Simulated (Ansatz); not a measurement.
# One shape, several levels: AlNH4 (AlH2(NH2))

Aim: a comparison of 6 runs (B3LYP/STO-3G, CAM-B3LYP/STO-3G, MP2/STO-3G, UMP2/STO-3G, CCSDT/STO-3G, UCCSD(T)/STO-3G) of AlNH4 (AlH2(NH2)). 

The results are computed with Ansatz 0.2.0.

54 further runs of the same task are left out: 2 that didn't finish, 52 set aside as unsound or not needed.

### 1 Starting point

The species is AlNH4 (6 atoms), meant as a singlet with charge 0. SMILES: `[H][Al]([H])[NH2]`. The H6–N4 distance was set to 1.268 Å, away from the relaxed value.

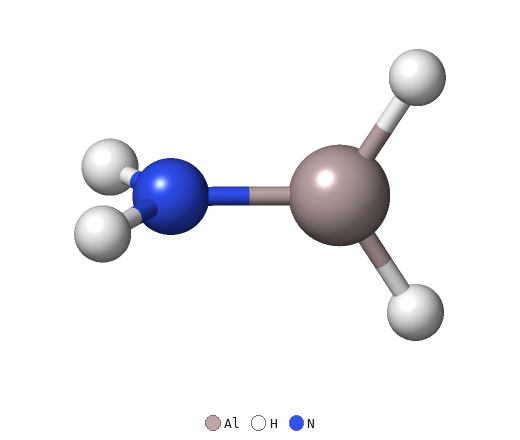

Viewed from a chosen angle; aluminium light grey, hydrogen white, nitrogen blue.

### 2 The energy at B3LYP/STO-3G (run 1)

run.yaml

```yaml
crystal:
  periodic: [false, false, false]
  atoms:
    - {symbol: Al, position_ang: [0.482575, 0.844876, -0.198226]}
    - {symbol: H, position_ang: [2.022495, 0.889186, -0.162096]}
    - {symbol: H, position_ang: [-0.246185, 2.203646, -0.222886]}
    - {symbol: N, position_ang: [-0.406405, -0.691914, -0.209006]}
    - {symbol: H, position_ang: [-0.732475, -1.202834, -1.022086]}
    - {symbol: H, position_ang: [-0.763230, -1.367490, 0.802720]}
basis:
  gaussian:
    orbitals: STO-3G
magnetization:
  spin_polarized: false
  initial_magnetization: 0
hamiltonian:
  xc: {name: B3LYP}
accuracy: high
```

Launch:

```console
$ ansatz run run.yaml --threads 1 --pin off --max-ram 2610MiB --events-out events.jsonl --progress --plain --runs-dir runs
```

The program printed:

```text
Warning: RAYON_NUM_THREADS=1 ignored (pool sized by the plan → 1); use --threads N
Functional definition: B3LYP
  name "B3LYP"
  parameter a0 = 0.2
  parameter ax = 0.72
  parameter ac = 0.81
  exchange = (1 - a0 - ax)*slater_x + ax*b88_x + a0*exact_x
  correlation = (1 - ac)*vwn_rpa_c + ac*lyp_c
312 factors; integrals over basis functions are off by at most 3.4e-9 eV
mean field evaluation 1: about -8049.1462 eV, gradient 2.8e1 eV
mean field evaluation 2: about -8049.5419 eV, gradient 2.6e1 eV
mean field evaluation 4: about -8051.4723 eV, gradient 2.6e-1 eV
mean field evaluation 8: about -8051.4207 eV, gradient 4.2e-3 eV
mean field evaluation 16: about -8051.4207 eV, gradient 1.9e-8 eV
mean field -8051.42068889 eV, -295.8842528679 hartree, gradient 2.4e-8 eV, S^2 0.000000; 0 other end points of the search recorded, 0 dependent functions left out
reference -8051.42071778 eV, -295.8842539294 hartree; 12, 12 occupied and 6, 6 virtual orbitals, 312 factors
Total energy: -8051.42071778 eV, -295.8842539294 hartree
```

It took 1.3 s on 1 thread of Intel Xeon Platinum 8488C (Sapphire Rapids), shared host; peak memory 0.13 GiB.

### 3 The energy at CAM-B3LYP/STO-3G (run 2)

in.yaml

```yaml
basis:
  gaussian:
    orbitals: STO-3G
crystal:
  periodic: [false, false, false]
  atoms:
    - {symbol: Al, position_ang: [0.482575, 0.844876, -0.198226]}
    - {symbol: H, position_ang: [2.022495, 0.889186, -0.162096]}
    - {symbol: H, position_ang: [-0.246185, 2.203646, -0.222886]}
    - {symbol: "N", position_ang: [-0.406405, -0.691914, -0.209006]}
    - {symbol: H, position_ang: [-0.732475, -1.202834, -1.022086]}
    - {symbol: H, position_ang: [-0.763230, -1.367490, 0.802720]}
hamiltonian:
  xc: {name: CAM-B3LYP}
accuracy: high
```

Launch:

```console
$ ansatz run in.yaml --threads 1 --pin off --max-ram 2610MiB --events-out events.jsonl --progress --plain --runs-dir runs
```

The program printed:

```text
Warning: RAYON_NUM_THREADS=1 ignored (pool sized by the plan → 1); use --threads N
Functional definition: CAM-B3LYP
  name "CAM-B3LYP"
  parameter alpha = 0.19
  parameter beta = 0.46
  parameter omega = 0.33/bohr
  parameter ac = 0.81
  exchange = (1 - alpha - beta)*b88_x + beta*b88_x_sr(omega) + alpha*exact_x + beta*exact_x_lr(omega)
  correlation = (1 - ac)*vwn5_c + ac*lyp_c
312 factors; integrals over basis functions are off by at most 3.4e-9 eV
150 factors; integrals over basis functions are off by at most 7.8e-10 eV
mean field evaluation 1: about -8047.8823 eV, gradient 2.5e1 eV
mean field evaluation 2: about -8049.0083 eV, gradient 1.6e1 eV
mean field evaluation 4: about -8049.7709 eV, gradient 2.2e-1 eV
mean field evaluation 8: about -8049.7175 eV, gradient 2.7e-4 eV
mean field evaluation 16: about -8049.7175 eV, gradient 9.1e-8 eV
mean field -8049.71753164 eV, -295.8216629934 hartree, gradient 9.1e-8 eV, S^2 0.000000; 0 other end points of the search recorded, 0 dependent functions left out
reference -8049.71754570 eV, -295.8216635101 hartree; 12, 12 occupied and 6, 6 virtual orbitals, 312 factors
Total energy: -8049.71754570 eV, -295.8216635101 hartree
```

It took 0.99 s on 1 thread of Intel Xeon Platinum 8488C (Sapphire Rapids), shared host; peak memory 0.13 GiB.

Runs 3 to 5 aren't shown in full; the table further down has their settings and results.

### 4 A single-point energy at UCCSD(T)/STO-3G (run 6)

input.yaml

```yaml
crystal:
  periodic: [false, false, false]
  atoms:
    - {symbol: Al, position_ang: [0.482575, 0.844876, -0.198226]}
    - {symbol: H, position_ang: [2.022495, 0.889186, -0.162096]}
    - {symbol: H, position_ang: [-0.246185, 2.203646, -0.222886]}
    - {symbol: "N", position_ang: [-0.406405, -0.691914, -0.209006]}
    - {symbol: H, position_ang: [-0.732475, -1.202834, -1.022086]}
    - {symbol: H, position_ang: [-0.763230, -1.367490, 0.802720]}
basis:
  gaussian:
    orbitals: STO-3G
magnetization:
  spin_polarized: true
correlation:
  method: ccsd_t
  frozen_orbitals: {Al: 5, H: 0, "N": 1}
accuracy: high
scf:
  omitted_lower_state_checks: [cluster_reference, increment]
```

Launch:

```console
$ ansatz run input.yaml --threads 1 --pin off --max-ram 2610MiB --events-out events.jsonl --progress --plain --runs-dir runs
```

The program printed:

```text
Warning: RAYON_NUM_THREADS=1 ignored (pool sized by the plan → 1); use --threads N
[... 11 lines left out ...]
6 core orbitals not correlated: weight in the atoms' cores, before any rotation towards them, 0.999 or more for the frozen orbitals, at most 0.000 for the correlated occupied ones
[... 24 lines left out ...]
Total energy: -8031.09227961 eV, -295.1371976057 hartree
Checks for a lower state left out: cluster_reference, increment
```

Wall time 0.24 s (1 thread of Intel Xeon Platinum 8488C (Sapphire Rapids), shared host).

### 5 Overview of the runs

```csv
run,level,frozen core orbitals,energy (Eh),wall time
1,B3LYP/STO-3G,–,-295.884254,1.3 s
2,CAM-B3LYP/STO-3G,–,-295.821664,0.99 s
3,MP2/STO-3G,6,-295.106534,0.12 s
4,UMP2/STO-3G,6,-295.106534,0.12 s
5,CCSDT/STO-3G,6,-295.137531,0.34 s
6,UCCSD(T)/STO-3G,6,-295.137198,0.24 s
```

### 6 Summary of results

| quantity | value |
| --- | --- |
| run 6: total energy | -295.13720 Eh |
| run 6: correlation energy (6 core orbitals frozen) | -110.1 mEh |
| run 6: (T) correction | -1.17 mEh |
| run 6: T1 diagnostic | 0.007 |

In words: Totals of different functionals can't be ranked against each other. In runs 1, 2, 3, 4, 5, 6 the basis is minimal, so the values are rough. All runs together took 3.1 s, the longest 1.3 s.
